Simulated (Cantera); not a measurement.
Feed: 1 mol Si, 1.1 mol HCl, a varied amount of H2, equilibrated at 648 K and 1 atm.

These are equilibrium values from Cantera (NASA tables, ideal gas, pure condensed phases), not measurements of a reactor. Candidate condensed phases: Si; 19 gas species. The numbers say what is thermodynamically allowed, not how fast it happens.

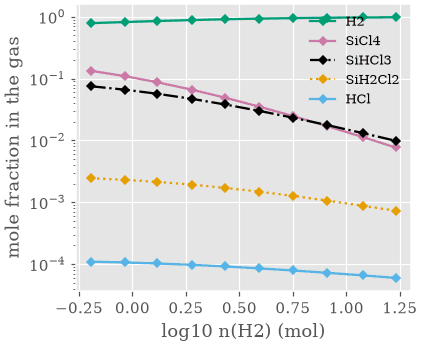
Figure: Equilibrium gas composition (values under 1e-9 drawn at 1e-9)

From 0.64 mol H2 to 17 mol H2 the condensed part is Si(s). The main Si-bearing gas is SiCl4 at 0.64 mol H2 and SiHCl3 at 17 mol H2. The share of Si in condensed phases is highest at 0.64 mol H2 (69.6 %) and lowest at 17 mol H2 (67.5 %).
